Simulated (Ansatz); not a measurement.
## Ligand exchange: C3H8Te + C3H10OSi → C2H8SiTe + C4H10O

Species: C3H8Te `CC[Te]C`, singlet; C3H10OSi `CC(C)O[SiH3]`, singlet; C2H8SiTe `CC[Te][SiH3]`, singlet; C4H10O `COC(C)C`, singlet. The partners trade CH3 for SiH3: Te–CH3 and O–SiH3 bonds give way to Te–SiH3 and O–CH3.

Shapes, held fixed at every level: PBE0-D4/def2-TZVP. Flexible molecules stand in one conformer, not always the lowest. Programs: Ansatz 0.2.0. The zero-point and thermal change to 298 K, harmonic and unscaled (PBE0-D4/def2-TZVP), is +2.8 kJ/mol.

```
                level                   kind  ΔH(298 K) (kJ/mol)  less CCSD(T)/def2-TZVPP  CPU time (sum over the molecules)
        HF/def2-TZVPP           Hartree–Fock               +86.4                     +2.9                                  –
     SPW92/def2-TZVPP                    LDA               +61.4                    -22.1                               35 s
    PBE-D4/def2-TZVPP                    GGA               +65.3                    -18.2                               62 s
  BHLYP-D4/def2-TZVPP          global hybrid               +82.6                     -0.9                               93 s
   PBE0-D4/def2-TZVPP          global hybrid               +67.8                    -15.7                               70 s
r2SCAN0-D4/def2-TZVPP          global hybrid               +75.4                     -8.1                            1.9 min
       MP2/def2-TZVPP    perturbation theory               +87.6                     +4.1                                  –
   CCSD(T)/def2-TZVPP  coupled cluster or CI               +83.5                      0.0                              2.4 h
```

The highest level, CCSD(T)/def2-TZVPP, gives ΔH(298 K) = +83.5 kJ/mol; the levels span +61.4 to +87.6. The column of differences is taken from that level and isn't an error. No measured value is set beside it here. For atoms past krypton def2 sets carry core potentials with scalar relativity. Correlated rows may include outer-core shells of Te, which these sets cover unevenly. Times are processor times on shared x86 and Arm servers, and rough.

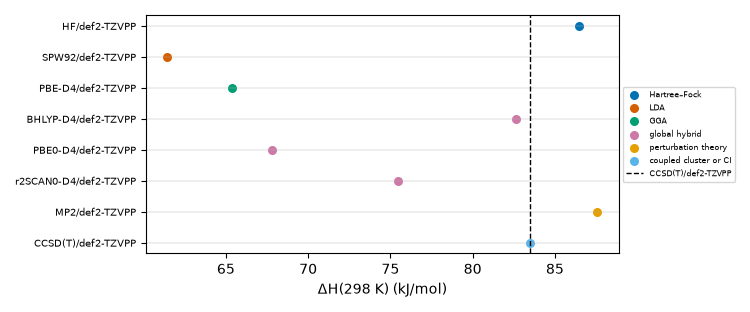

The values of the table, level by level.
